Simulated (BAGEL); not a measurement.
**CH3AlF2O (SMILES C[O][Al]([F])[F]): a chain of runs**

We compute the energy (HF/def2-SVP), then a single-point energy (NEVPT2(2,2)/def2-SVP), then the energy (CASPT2(2,2)/def2-SVP) of CH3AlF2O. 

The calculation is run with BAGEL 1.2.2.

1 further run of the same task is left out (set aside as unsound or not needed).

**1. The system as given**

CH3AlF2O: 8 atoms, total charge 0, spin state singlet. SMILES: `C[O][Al]([F])[F]`. The C1–H7 distance was set to 1.750 Å, away from the relaxed value. At this shape a bond of the SMILES string is far longer than usual.

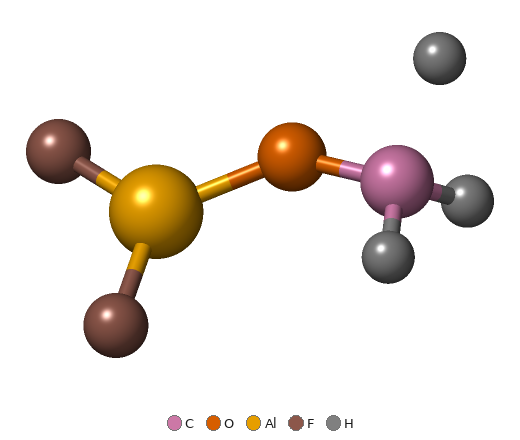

Viewed from a chosen angle; carbon pink, oxygen orange, aluminium amber, fluorine brown, hydrogen grey.

**2. A single-point energy at HF/def2-SVP (density fitting with svp-jkfit) (run 1)**

job.json

```json
{ "bagel": [

{
  "title": "molecule",
  "basis": "svp",
  "df_basis": "svp-jkfit",
  "geometry": [
    { "atom": "C", "xyz": [    -0.67411066,     1.91184348,     0.46377281 ] },
    { "atom": "O", "xyz": [    -1.09136219,    -0.38795321,    -0.78136774 ] },
    { "atom": "Al", "xyz": [     0.20763555,    -1.97532316,    -3.15845423 ] },
    { "atom": "F", "xyz": [    -0.96437259,    -4.70862303,    -3.98842194 ] },
    { "atom": "F", "xyz": [     2.65048451,    -0.88854166,    -4.72031287 ] },
    { "atom": "H", "xyz": [     0.92951093,     2.95780689,    -0.32292018 ] },
    { "atom": "H", "xyz": [    -0.08088028,     1.35247699,     3.66909224 ] },
    { "atom": "H", "xyz": [    -2.35993534,     3.09896943,     0.31883081 ] }
  ]
},

{
  "title": "hf"
},

{
  "title": "print",
  "file": "orbitals.molden",
  "orbitals": true
}

]}
```

Launch:

```bash
BAGEL_NUM_THREADS=1 BAGEL job.json > job.out
```

The program printed:

```text
* using 1 threads per process

  ===============================================================
  ===============================================================

  *** Geometry ***

  { "atom" : "C", "xyz" : [     -0.674111,      1.911843,      0.463773 ] },
  { "atom" : "O", "xyz" : [     -1.091362,     -0.387953,     -0.781368 ] },
  { "atom" : "Al", "xyz" : [      0.207636,     -1.975323,     -3.158454 ] },
[... 4 lines of this table left out ...]
  { "atom" : "H", "xyz" : [     -2.359935,      3.098969,      0.318831 ] },

  Number of auxiliary basis functions:      488

  Since a DF basis is specified, we compute 2- and 3-index integrals:
    o Being stored without compression. Storage requirement is 0.031 GB

  Number of basis functions:       89
  Number of electrons      :       48

    * METHOD: MOLECULE                             0.24

  *** RHF ***

  === Nuclear Repulsion ===
   224.5347315263

      * DIIS with orbital gradients will be used.

  === RHF iteration (svp) ===
      0       -554.70703880          0.02264099           0.08
      1       -554.91139149          0.01525198           0.07
      2       -555.03863002          0.00111849           0.07
[... 10 lines of this table left out ...]
     13       -555.03993246          0.00000000           0.07
    * SCF iteration converged.

    * Permanent dipole moment:
           (    0.059020,    -0.745724,    -0.042063) a.u.

    * METHOD: HF                                   1.15

    * METHOD: PRINT                                0.01

  ===============================================================
```

Wall time 1.6 s (1 thread of Intel Xeon Platinum 8488C (Sapphire Rapids), shared host); peak memory 0.15 GiB.

**3. The energy at NEVPT2(2,2)/def2-SVP (density fitting with svp-jkfit) (run 2)**

calc.json

```json
{ "bagel" : [

{
  "title" : "molecule",
  "basis" : "svp",
  "df_basis" : "svp-jkfit",
  "geometry" : [
    { "atom" : "C", "xyz" : [ -0.67411066,  1.91184348,  0.46377281 ] },
    { "atom" : "O", "xyz" : [ -1.09136219, -0.38795321, -0.78136774 ] },
    { "atom" : "Al", "xyz" : [  0.20763555, -1.97532316, -3.15845423 ] },
    { "atom" : "F", "xyz" : [ -0.96437259, -4.70862303, -3.98842194 ] },
    { "atom" : "F", "xyz" : [  2.65048451, -0.88854166, -4.72031287 ] },
    { "atom" : "H", "xyz" : [  0.92951093,  2.95780689, -0.32292018 ] },
    { "atom" : "H", "xyz" : [ -0.08088028,  1.35247699,  3.66909224 ] },
    { "atom" : "H", "xyz" : [ -2.35993534,  3.09896943,  0.31883081 ] }
  ]
},
{
  "title" : "hf"
},
{
  "title" : "casscf",
  "nstate" : 1,
  "nact" : 2,
  "nclosed" : 23,
  "active" : [24, 27],
  "maxiter" : 200,
  "natocc" : "true"
},
{
  "title" : "nevpt2",
  "nstate" : 1,
  "nact" : 2,
  "nclosed" : 23,
  "active" : [24, 27],
  "maxiter" : 200,
  "natocc" : "true",
  "ncore" : 9
},
{
  "title" : "print",
  "file" : "orbitals.molden",
  "orbitals" : "true"
}

]}
```

Launch:

```bash
BAGEL_NUM_THREADS=1 BAGEL calc.json > calc.out
```

The program printed:

```text
* using 1 threads per process

  ===============================================================
  ===============================================================

  *** Geometry ***

  { "atom" : "C", "xyz" : [     -0.674111,      1.911843,      0.463773 ] },
  { "atom" : "O", "xyz" : [     -1.091362,     -0.387953,     -0.781368 ] },
  { "atom" : "Al", "xyz" : [      0.207636,     -1.975323,     -3.158454 ] },
[... 4 lines of this table left out ...]
  { "atom" : "H", "xyz" : [     -2.359935,      3.098969,      0.318831 ] },

[... 23 lines left out ...]
    * SCF iteration converged.
[... 1 line left out ...]
    * Permanent dipole moment:
[... 27 lines left out ...]
    * Second-order optimization converged. *
[... 9 lines left out ...]
     * ci vector, state   0, <S^2> = 0.0000
[... 3 lines left out ...]
    * METHOD: CASSCF                               4.49

    * freezing 9 orbitals

  === DF-NEVPT2 calculation ===

    * 3-index integral transformation done
    * assembly done

      NEVPT2 correlation energy:   -0.7319217647      0.21

          (+0)     -0.6813476914
          (+0)'    -0.0125059039
          (+1)     -0.0106523707
          (+1)'    -0.0000000000
          (+2)     -0.0003466532
          (-1)     -0.0226049753
          (-1)'     0.0000000000
          (-2)     -0.0044641702

      NEVPT2 total energy:       -555.8121776007

    * METHOD: NEVPT2                               0.36

    * METHOD: PRINT                                0.01

  ===============================================================
```

Wall time 6.6 s (1 thread of Intel Xeon Platinum 8488C (Sapphire Rapids), shared host); peak memory 0.15 GiB.

**4. A single-point energy at CASPT2(2,2)/def2-SVP (density fitting with svp-jkfit) (run 3)**

input.json

```json
{ "bagel" : [

{
  "title" : "molecule",
  "basis" : "svp",
  "df_basis" : "svp-jkfit",
  "geometry" : [
    { "atom" : "C", "xyz" : [ -0.67411066,  1.91184348,  0.46377281 ] },
    { "atom" : "O", "xyz" : [ -1.09136219, -0.38795321, -0.78136774 ] },
    { "atom" : "Al", "xyz" : [  0.20763555, -1.97532316, -3.15845423 ] },
    { "atom" : "F", "xyz" : [ -0.96437259, -4.70862303, -3.98842194 ] },
    { "atom" : "F", "xyz" : [  2.65048451, -0.88854166, -4.72031287 ] },
    { "atom" : "H", "xyz" : [  0.92951093,  2.95780689, -0.32292018 ] },
    { "atom" : "H", "xyz" : [ -0.08088028,  1.35247699,  3.66909224 ] },
    { "atom" : "H", "xyz" : [ -2.35993534,  3.09896943,  0.31883081 ] }
  ]
},
{
  "title" : "hf"
},
{
  "title" : "casscf",
  "nstate" : 1,
  "nact" : 2,
  "nclosed" : 23,
  "active" : [24, 27],
  "maxiter" : 200,
  "natocc" : true
},
{
  "title" : "print",
  "file" : "orbitals.molden",
  "orbitals" : true
},
{
  "title" : "smith",
  "method" : "caspt2",
  "ms" : true,
  "xms" : true,
  "sssr" : true,
  "shift" : 0.2,
  "shift_imag" : true,
  "ncore" : 9
}

]}
```

Launch:

```bash
BAGEL_NUM_THREADS=1 BAGEL input.json > input.out
```

The program printed:

```text
* using 1 threads per process

  ===============================================================
  ===============================================================

  *** Geometry ***

  { "atom" : "C", "xyz" : [     -0.674111,      1.911843,      0.463773 ] },
  { "atom" : "O", "xyz" : [     -1.091362,     -0.387953,     -0.781368 ] },
  { "atom" : "Al", "xyz" : [      0.207636,     -1.975323,     -3.158454 ] },
[... 4 lines of this table left out ...]
  { "atom" : "H", "xyz" : [     -2.359935,      3.098969,      0.318831 ] },

[... 25 lines left out ...]
    * Permanent dipole moment:
[... 37 lines left out ...]
     * ci vector, state   0, <S^2> = 0.0000
[... 21 lines left out ...]
       #      aibj      arbs      arbi      airj      risj      airs      arst      rist         Etot      error   time
[... 8 lines left out ...]
      ------------------------------------------------------------------------------------------------------------------

    * CASPT2 energy : state  0     -555.8151943575
        w/o shift correction       -555.8129300135
        reference weight              0.8441099140

    * METHOD: SMITH                                0.97

  ===============================================================
```

Wall time 7.2 s (1 thread of Intel Xeon Platinum 8488C (Sapphire Rapids), shared host); peak memory 0.24 GiB.

**5. Outcome**

| quantity | value |
| --- | --- |
| run 1, HF/def2-SVP: total energy | -555.03993 Eh |
| run 1, HF/def2-SVP: dipole moment | 1.90 D |
| run 1, HF/def2-SVP: HOMO energy | -10.80 eV |
| run 1, HF/def2-SVP: LUMO energy | 1.97 eV |
| run 1, HF/def2-SVP: HOMO–LUMO gap | 12.77 eV |
| run 2, NEVPT2(2,2)/def2-SVP: total energy | -555.81218 Eh |
| run 3, CASPT2(2,2)/def2-SVP: total energy | -555.81519 Eh |
